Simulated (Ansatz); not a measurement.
Start from NaCl in the rock salt structure (space group Fm-3m, No. 225; a = 5.6015 Å).

Now apply this change: the cell is scaled by 1.0100 in all directions; the atoms relax in the strained cell.

Computed with PBEsol in Ansatz (plane waves to 420 eV, PAW, no spin-orbit coupling).

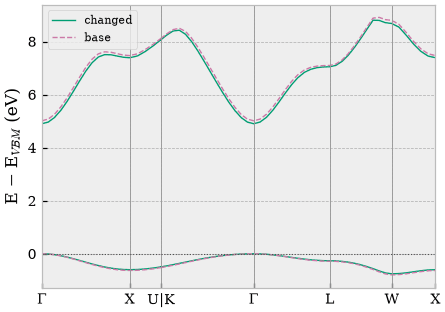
Highest valence and lowest conduction band along the path, each from its own valence-band maximum

### Question
From the figure, how large is the changed gap, and is it direct?

### Answer
About 4.9 eV, direct at Γ.

Gaps are Kohn–Sham eigenvalue differences; semilocal functionals usually give less than the measured gap. Whether these cells are dynamically stable was not tested.

Ansatz is a first-principles code.
